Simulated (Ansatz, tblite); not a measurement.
**The cluster Hf₃O₆: charged states by level of theory**

What does removing or adding an electron cost or gain for the cluster Hf₃O₆? Each charged state is run at several levels.

Method: as each input shows; program: Ansatz 0.2.0, Gaussian basis.

Levels to be run: charge +1 doublet, at the geometry of the singlet (PBE0-D4/def2-TZVP, PBE-D4/def2-TZVP, r2SCAN-D4/def2-TZVP); charge -1 doublet, at the geometry of the singlet (PBE0-D4/def2-TZVP, PBE-D4/def2-TZVP, r2SCAN-D4/def2-TZVP); the starting singlet's energies come from earlier runs.

2 further runs of the same task are left out: 2 set aside as unsound or not needed.

### 1 The relaxed structure

The geometry is that of the singlet, from an earlier relaxation (PBE-D4/def2-SVP). At that level it is the lowest of the isomers that a small search found.

9 atoms, charge 0, spin multiplicity 1.

Atoms are counted from 1 here; the program's logs count them from 0.

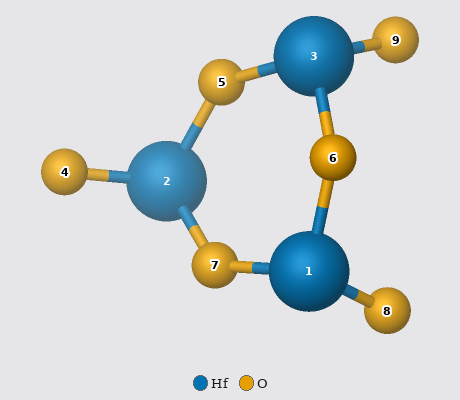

The geometry (hafnium blue, oxygen amber); atoms are numbered from 1 in the order of the file.

As a file:

```mol
Hf3O6
  3D, bonds by distance, orders not assigned

  9  9  0  0  0  0  0  0  0  0999 V2000
    0.3043   -2.0849    0.3756 Hf  0  0
   -1.8488    0.6757   -0.6649 Hf  0  0
    1.4507    1.3646    0.7580 Hf  0  0
   -3.2805    1.0739    0.3350 O   0  0
   -0.3440    1.7534    0.0317 O   0  0
    1.3743   -0.5861    1.1099 O   0  0
   -1.3462   -1.1880   -0.2328 O   0  0
    1.1026   -2.6595   -1.1192 O   0  0
    2.5877    1.6509   -0.5934 O   0  0
  1  6  8  0
  1  7  8  0
  1  8  8  0
  2  4  8  0
  2  5  8  0
  2  7  8  0
  3  5  8  0
  3  6  8  0
  3  9  8  0
M  END
```

Hf takes a core potential in the def2 sets. No spin-orbit coupling is included.

### 2 Charge +1 doublet at the fixed geometry, PBE0-D4/def2-TZVP

Contents of in.yaml:

```yaml
crystal:
  periodic: [false, false, false]
  atoms:
    - {symbol: Hf, position_ang: [0.304290, -2.084860, 0.375617]}
    - {symbol: Hf, position_ang: [-1.848834, 0.675724, -0.664869]}
    - {symbol: Hf, position_ang: [1.450724, 1.364627, 0.758018]}
    - {symbol: O, position_ang: [-3.280516, 1.073945, 0.335017]}
    - {symbol: O, position_ang: [-0.343985, 1.753381, 0.031671]}
    - {symbol: O, position_ang: [1.374286, -0.586138, 1.109872]}
    - {symbol: O, position_ang: [-1.346198, -1.188010, -0.232775]}
    - {symbol: O, position_ang: [1.102552, -2.659519, -1.119203]}
    - {symbol: O, position_ang: [2.587681, 1.650860, -0.593359]}
basis:
  gaussian: {orbitals: def2-TZVP}
total_charge: 1
magnetization: {spin_polarized: true, initial_magnetization: 1}
hamiltonian: {xc: pbe0, dispersion: d4}
scf: {omitted_lower_state_checks: [starts]}
output: {orbitals: {seedname: orbitals}}
```

On the command line:

```sh
> ansatz run in.yaml --threads 4 --pin off --events-out ev --progress --plain --max-ram 6963MiB
```

Log:

```text
Functional definition: PBE0
  name "PBE0"
  cite "Adamo & Barone, J. Chem. Phys. 110, 6158 (1999) doi:10.1063/1.478522"
  cite "Perdew, Burke & Ernzerhof, Phys. Rev. Lett. 77, 3865 (1996) doi:10.1103/PhysRevLett.77.3865"
  parent pbe
  parameter a = 0.25
  parameter kappa = 0.804
  parameter beta = 0.06672455060314922
  exchange = (1 - a)*pbe_x(kappa = kappa, mu = beta*pi^2/3) + a*exact_x
  correlation = pbe_c(beta = beta)
these checks for a lower state are left out or cut short: starts
2085 factors; their error is unknown
mean field evaluation 1: about -16139.7556 eV, gradient 1.3e2 eV
mean field evaluation 2: about -15487.6350 eV, gradient 3.3e2 eV
mean field evaluation 4: about -16150.1192 eV, gradient 1.1e2 eV
mean field evaluation 8: about -16195.6483 eV, gradient 1.2e1 eV
mean field evaluation 16: about -16196.5341 eV, gradient 9.6e-1 eV
mean field evaluation 32: about -16196.5939 eV, gradient 4.1e-3 eV
mean field -16196.59394945 eV, -595.2138491966 hartree, gradient 4.3e-6 eV, S^2 0.780122; 0 other end points of the search recorded, 0 dependent functions left out
reference -16196.59399579 eV, -595.2138508994 hartree; 42, 41 occupied and 264, 265 virtual orbitals, 2085 factors
Total energy: -16196.87424295 eV, -595.2241497926 hartree
Checks for a lower state left out: starts
```

It took 33 s on 4 threads of Intel Xeon 6975P-C, shared host; peak memory 2.5 GiB.

From the report: HOMO -11.25 eV, LUMO -10.29 eV (over both spins); ⟨S²⟩ 0.780 (pure: 0.75).

### 3 Charge +1 doublet at the fixed geometry, PBE-D4/def2-TZVP

start.molden holds the orbitals of an earlier run on this state, given as this run's starting guess.

in.yaml: that of step 2 with these lines changed.

```diff
@@ -13,6 +13,6 @@
 basis:
-  gaussian: {orbitals: def2-TZVP}
+  gaussian: {orbitals: def2-TZVP, initial_orbitals: start.molden}
 total_charge: 1
 magnetization: {spin_polarized: true, initial_magnetization: 1}
-hamiltonian: {xc: pbe0, dispersion: d4}
+hamiltonian: {xc: pbe, dispersion: d4}
 scf: {omitted_lower_state_checks: [starts]}
```

The command is unchanged.

Log:

```text
Functional definition: PBE
  name "PBE"
  cite "Perdew, Burke & Ernzerhof, Phys. Rev. Lett. 77, 3865 (1996) doi:10.1103/PhysRevLett.77.3865"
  parent pbe
  parameter kappa = 0.804
  parameter beta = 0.06672455060314922
  exchange = pbe_x(kappa = kappa, mu = beta*pi^2/3)
  correlation = pbe_c(beta = beta)
these checks for a lower state are left out or cut short: starts
1941 factors; their error is unknown
mean field evaluation 1: about -16201.1682 eV, gradient 9.9e0 eV
mean field evaluation 2: about -16201.5385 eV, gradient 4.1e-1 eV
mean field evaluation 4: about -16201.5315 eV, gradient 7.7e-2 eV
mean field evaluation 8: about -16201.5355 eV, gradient 5.2e-2 eV
mean field evaluation 16: about -16201.5355 eV, gradient 1.1e-5 eV
mean field -16201.53549533 eV, -595.3954476582 hartree, gradient 2.9e-6 eV, S^2 0.756718; 0 other end points of the search recorded, 0 dependent functions left out
reference -16201.53555496 eV, -595.3954498494 hartree; 42, 41 occupied and 264, 265 virtual orbitals, 1941 factors
Total energy: -16201.85577913 eV, -595.4072178706 hartree
Checks for a lower state left out: starts
```

Wall time 17 s (4 threads of Intel Xeon 6975P-C, shared host); peak memory 1.4 GiB.

HOMO -10.54 eV, LUMO -10.51 eV (over both spins); ⟨S²⟩ 0.757 (pure: 0.75).

### 4 Charge +1 doublet at the fixed geometry, r2SCAN-D4/def2-TZVP

in.yaml: that of step 3 with these lines changed.

```diff
@@ -16,3 +16,3 @@
 magnetization: {spin_polarized: true, initial_magnetization: 1}
-hamiltonian: {xc: pbe, dispersion: d4}
+hamiltonian: {xc: r2scan, dispersion: d4}
 scf: {omitted_lower_state_checks: [starts]}
```

Same command.

Log (excerpt; [...] marks lines left out):

```text
Functional definition: r2SCAN
  name "r2SCAN"
  cite "Furness, Kaplan, Ning, Perdew & Sun, J. Phys. Chem. Lett. 11, 8208 (2020) doi:10.1021/acs.jpclett.0c02405"
  cite "Furness, Kaplan, Ning, Perdew & Sun, J. Phys. Chem. Lett. 11, 9248 (2020) doi:10.1021/acs.jpclett.0c03077"
  parent r2scan
[...]
1941 factors; their error is unknown
[...]
mean field -16207.99990875 eV, -595.6330104696 hartree, gradient 2.8e-6 eV, S^2 0.764817; 0 other end points of the search recorded, 0 dependent functions left out
reference -16207.99993213 eV, -595.6330113290 hartree; 42, 41 occupied and 264, 265 virtual orbitals, 1941 factors
Total energy: -16208.07769080 eV, -595.6358689071 hartree
Checks for a lower state left out: starts
```

It took 57 s on 4 threads of Intel Xeon 6975P-C, shared host; peak memory 1.6 GiB.

From the report: HOMO -10.62 eV, LUMO -10.52 eV (over both spins); ⟨S²⟩ 0.765 (pure: 0.75).

### 5 Vertical ionisation energy

Charged state less starting state, singlet to doublet; the starting state's energies are those of its earlier runs.

```csv
level,vertical ionisation energy (eV),time
PBE-D4/def2-TZVP,+8.20,19 s
r2SCAN-D4/def2-TZVP,+8.31,61 s
PBE0-D4/def2-TZVP,+8.78,41 s
```

Times add the two runs; a level without a time comes out of a correlated run.

Beside −ε(HOMO) of the starting state:

```
              level  −ε(HOMO) (eV)  by difference (eV)  mismatch (eV)
   PBE-D4/def2-TZVP           5.85                8.20          -2.36
r2SCAN-D4/def2-TZVP           6.07                8.31          -2.24
  PBE0-D4/def2-TZVP           7.23                8.78          -1.54
```

### 6 Charge -1 doublet at the fixed geometry, PBE0-D4/def2-TZVP

in.yaml: that of step 4 with these lines changed.

```diff
@@ -13,6 +13,6 @@
 basis:
-  gaussian: {orbitals: def2-TZVP, initial_orbitals: start.molden}
-total_charge: 1
+  gaussian: {orbitals: def2-TZVP}
+total_charge: -1
 magnetization: {spin_polarized: true, initial_magnetization: 1}
-hamiltonian: {xc: r2scan, dispersion: d4}
+hamiltonian: {xc: pbe0, dispersion: d4}
 scf: {omitted_lower_state_checks: [starts]}
```

The command is unchanged.

Log (excerpt; [...] marks lines left out):

```text
Functional definition: PBE0
  name "PBE0"
  cite "Adamo & Barone, J. Chem. Phys. 110, 6158 (1999) doi:10.1063/1.478522"
  cite "Perdew, Burke & Ernzerhof, Phys. Rev. Lett. 77, 3865 (1996) doi:10.1103/PhysRevLett.77.3865"
  parent pbe
[...]
2085 factors; their error is unknown
[...]
mean field -16207.04537507 eV, -595.5979320040 hartree, gradient 1.3e-5 eV, S^2 0.752474; 0 other end points of the search recorded, 0 dependent functions left out
reference -16207.04542932 eV, -595.5979339976 hartree; 43, 42 occupied and 263, 264 virtual orbitals, 2085 factors
Total energy: -16207.36843467 eV, -595.6098042253 hartree
Checks for a lower state left out: starts
```

It took 15 s on 4 threads of Intel Xeon 6975P-C, shared host; peak memory 1.6 GiB.

HOMO -0.54 eV, LUMO 0.34 eV (over both spins); ⟨S²⟩ 0.752 (pure: 0.75).

### 7 Charge -1 doublet at the fixed geometry, PBE-D4/def2-TZVP

in.yaml: that of step 6 with these lines changed.

```diff
@@ -13,6 +13,6 @@
 basis:
-  gaussian: {orbitals: def2-TZVP}
+  gaussian: {orbitals: def2-TZVP, initial_orbitals: start.molden}
 total_charge: -1
 magnetization: {spin_polarized: true, initial_magnetization: 1}
-hamiltonian: {xc: pbe0, dispersion: d4}
+hamiltonian: {xc: pbe, dispersion: d4}
 scf: {omitted_lower_state_checks: [starts]}
```

Same command.

Log:

```text
Functional definition: PBE
  name "PBE"
  cite "Perdew, Burke & Ernzerhof, Phys. Rev. Lett. 77, 3865 (1996) doi:10.1103/PhysRevLett.77.3865"
  parent pbe
  parameter kappa = 0.804
  parameter beta = 0.06672455060314922
  exchange = pbe_x(kappa = kappa, mu = beta*pi^2/3)
  correlation = pbe_c(beta = beta)
these checks for a lower state are left out or cut short: starts
1941 factors; their error is unknown
mean field evaluation 1: about -16211.2139 eV, gradient 9.9e0 eV
mean field evaluation 2: about -16211.5675 eV, gradient 3.9e-1 eV
mean field evaluation 4: about -16211.5623 eV, gradient 1.4e-1 eV
mean field evaluation 8: about -16211.5625 eV, gradient 2.3e-5 eV
mean field -16211.56251336 eV, -595.7639337742 hartree, gradient 2.3e-5 eV, S^2 0.753274; 0 other end points of the search recorded, 0 dependent functions left out
reference -16211.56258565 eV, -595.7639364308 hartree; 43, 42 occupied and 263, 264 virtual orbitals, 1941 factors
Total energy: -16211.93140305 eV, -595.7774902201 hartree
Checks for a lower state left out: starts
```

Run time: 5.5 s. Hardware: 4 threads of Intel Xeon 6975P-C, shared host; peak memory 0.67 GiB.

HOMO -0.24 eV, LUMO -0.02 eV (over both spins); ⟨S²⟩ 0.753 (pure: 0.75).

### 8 Charge -1 doublet at the fixed geometry, r2SCAN-D4/def2-TZVP

in.yaml: that of step 7 with these lines changed.

```diff
@@ -16,3 +16,3 @@
 magnetization: {spin_polarized: true, initial_magnetization: 1}
-hamiltonian: {xc: pbe, dispersion: d4}
+hamiltonian: {xc: r2scan, dispersion: d4}
 scf: {omitted_lower_state_checks: [starts]}
```

The command is unchanged.

Log (excerpt; [...] marks lines left out):

```text
Functional definition: r2SCAN
  name "r2SCAN"
  cite "Furness, Kaplan, Ning, Perdew & Sun, J. Phys. Chem. Lett. 11, 8208 (2020) doi:10.1021/acs.jpclett.0c02405"
  cite "Furness, Kaplan, Ning, Perdew & Sun, J. Phys. Chem. Lett. 11, 9248 (2020) doi:10.1021/acs.jpclett.0c03077"
  parent r2scan
[...]
1941 factors; their error is unknown
[...]
mean field -16218.08576250 eV, -596.0036587586 hartree, gradient 7.5e-6 eV, S^2 0.756056; 0 other end points of the search recorded, 0 dependent functions left out
reference -16218.08579644 eV, -596.0036600059 hartree; 43, 42 occupied and 263, 264 virtual orbitals, 1941 factors
Total energy: -16218.17635128 eV, -596.0069878347 hartree
Checks for a lower state left out: starts
```

Run time: 14 s. Hardware: 4 threads of Intel Xeon 6975P-C, shared host; peak memory 0.88 GiB.

Report: HOMO -0.33 eV, LUMO -0.13 eV (over both spins); ⟨S²⟩ 0.756 (pure: 0.75).

### 9 Vertical electron affinity

Starting state less charged state (positive: the electron is bound), singlet to doublet; the starting state's energies are those of its earlier runs.

| level | vertical electron affinity (eV) | time |
| --- | --- | --- |
| PBE-D4/def2-TZVP | +1.87 | 8 s |
| r2SCAN-D4/def2-TZVP | +1.79 | 18 s |
| PBE0-D4/def2-TZVP | +1.72 | 23 s |

Times add the two runs; a level without a time comes out of a correlated run.

Beside −ε(LUMO) of the starting state:

```
              level  −ε(LUMO) (eV)  by difference (eV)  mismatch (eV)
   PBE-D4/def2-TZVP           3.46                1.87          +1.58
r2SCAN-D4/def2-TZVP           3.05                1.79          +1.26
  PBE0-D4/def2-TZVP           2.79                1.72          +1.07
```

### 10 Summary of results

```
                                            quantity                               value
vertical ionisation energy, functionals in def2-TZVP  8.20 (PBE-D4) to 8.78 eV (PBE0-D4)
vertical electron affinity, functionals in def2-TZVP  1.72 (PBE0-D4) to 1.87 eV (PBE-D4)
```

The vertical ionisation energy spans 8.20 to 8.78 eV over the functionals. −ε(HOMO) misses the level's own difference by -1.54 eV at best (PBE0-D4) and -2.36 eV at worst (PBE-D4). The vertical electron affinity spans 1.72 to 1.87 eV over the functionals. −ε(LUMO) misses the level's own difference by +1.07 eV at best (PBE0-D4) and +1.58 eV at worst (PBE-D4). The charged states' spins were chosen beforehand and needn't be their lowest.
